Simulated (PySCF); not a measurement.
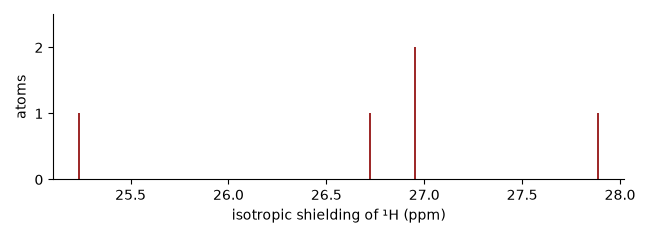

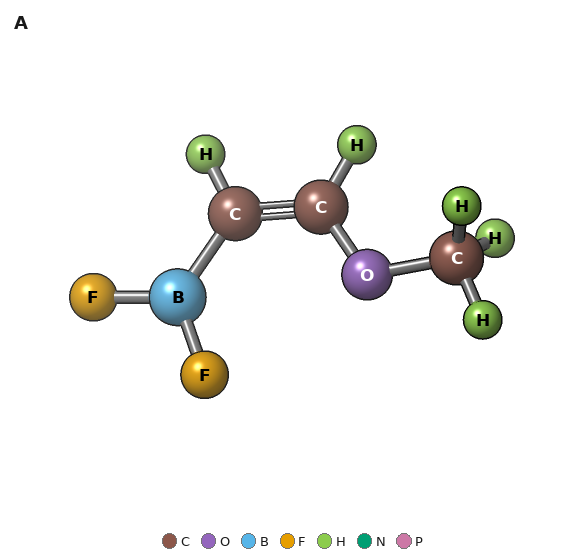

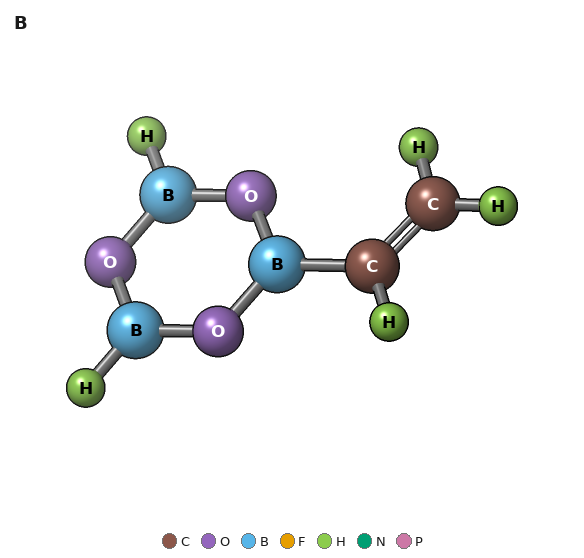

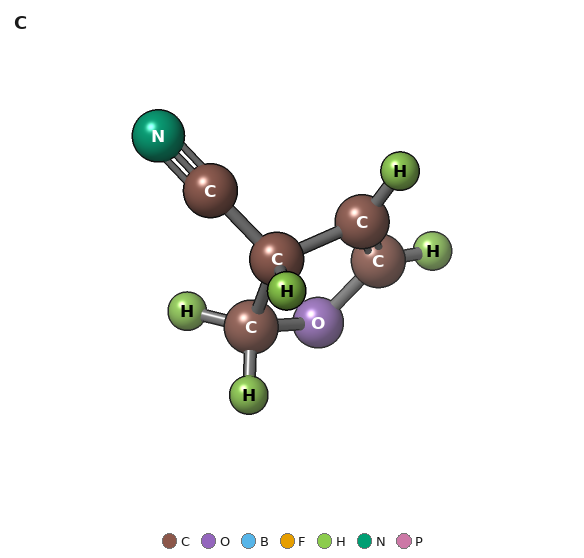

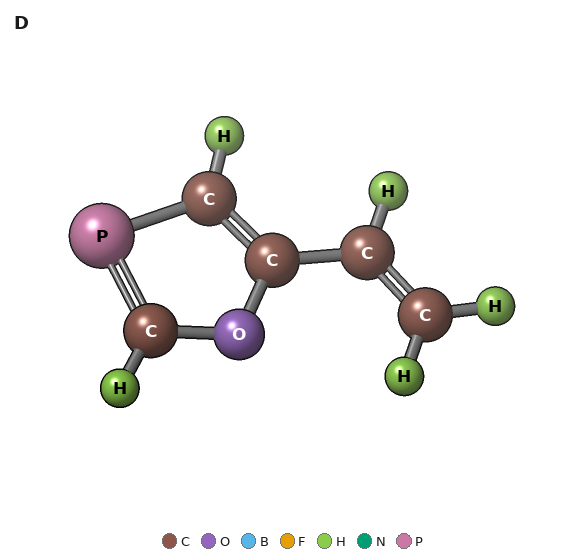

The sticks are computed shieldings of one of the molecules, for one fixed geometry (GFN2-xTB) without averaging over rotations. Low shielding means a high chemical shift. Method: GIAO PBE0/pcSseg-1 NMR shielding, non-relativistic, gas phase (PySCF 2.14.0).

### Match the spectrum to a structure.

C, `N#C[C@@H]1C=COC1`. Its 5 H atoms give lines at 25.24, 26.72, 26.95 (2 atoms), 27.89 ppm.

The geometry is semi-empirical. Around B, P such bond lengths and angles can be off by a tenth of an ångström or more and by several degrees, and values that hang on the shape move with them.
